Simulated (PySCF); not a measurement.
SMILES c1(sccc1)/C=C\F at its GFN2-xTB optimised geometry (Å):

```
13

F      0.1089    -2.9486    -0.0001
C     -1.1451    -2.4672     0.0000
C     -1.4325    -1.1677     0.0000
C     -0.4997    -0.0744     0.0000
C      0.8710    -0.0744     0.0000
C      1.4217     1.2206     0.0000
C      0.4755     2.1968     0.0000
S     -1.1150     1.5557     0.0000
H     -1.8773    -3.2598    -0.0001
H     -2.4787    -0.9006     0.0000
H      1.4624    -0.9710     0.0000
H      2.4787     1.4186     0.0000
H      0.6143     3.2598     0.0000
```

Computed with PBE/def2-TZVP (PySCF).

Map of the Laplacian of the electron density (e/bohr⁵) on the plane z = 0.6 Å:

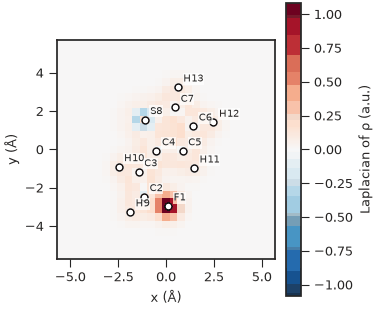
Figure: Laplacian of the electron density (e/bohr⁵) on the plane z = 0.6 Å.
